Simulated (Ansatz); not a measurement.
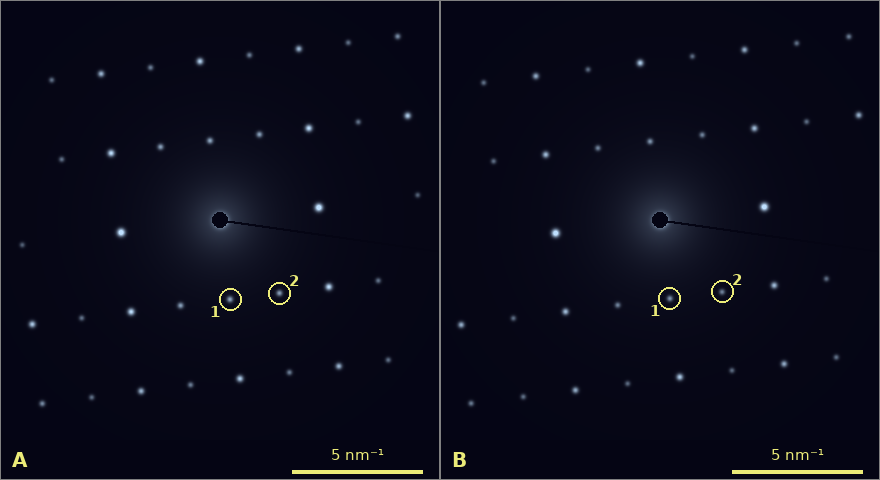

Kinematic electron diffraction patterns (300 kV, B = 0.5 Å², same scale) along [011] of the run's own cell, for the start and the end of one relaxation of Si2I with DFT PBE, scalar-relativistic, plane waves, PAW (Ansatz 0.2.0). k mesh 8×6×10. The start is a generated model structure, and the relaxation ends in the nearest stationary point of its symmetry, not necessarily the ground state. Spot 1 is 0 -1 1 and spot 2 is 1 -1 1 in both.

Start structure:

```
Si I
1.0
     5.20593    0.00000    0.00000
     0.00000    8.60199    0.00000
     0.00000    0.00000    3.50190
Si I
4 2
Direct
  0.38503 0.87846 0.50000
  0.88503 0.62154 0.00000
  0.61497 0.12154 0.50000
  0.11497 0.37846 0.00000
  0.50000 0.50000 0.50000
  0.00000 0.00000 0.00000
```

### Which pattern belongs to the start structure, and which to the relaxed one?

A is the start: its cell gives d(1) = 3.243 Å, d(2) = 2.753 Å and an angle of 31.9°. B is the relaxed structure, with d(1) = 3.277 Å (+1.0 %), d(2) = 2.729 Å (-0.9 %) and 33.6°.

### Name reflections whose intensity changes strongly on relaxation.

1 -1 1 goes from 13 to 6.5 % of the strongest spot; 2 1 -1 goes from 45 to 24 % of the strongest spot.

### Summarise the relaxation behind the change.

The volume changed by +8.2 % to 28.27 Å³ an atom; with the mean shift removed, the atoms moved by up to 0.14 Å relative to the cell (Si most); the space group stayed Pnnm (No. 58); the free energy fell by 10 meV an atom. Relaxed cell: a = 4.932 Å, b = 9.902 Å, c = 3.473 Å, α = 90.00°, β = 90.00°, γ = 90.00°.
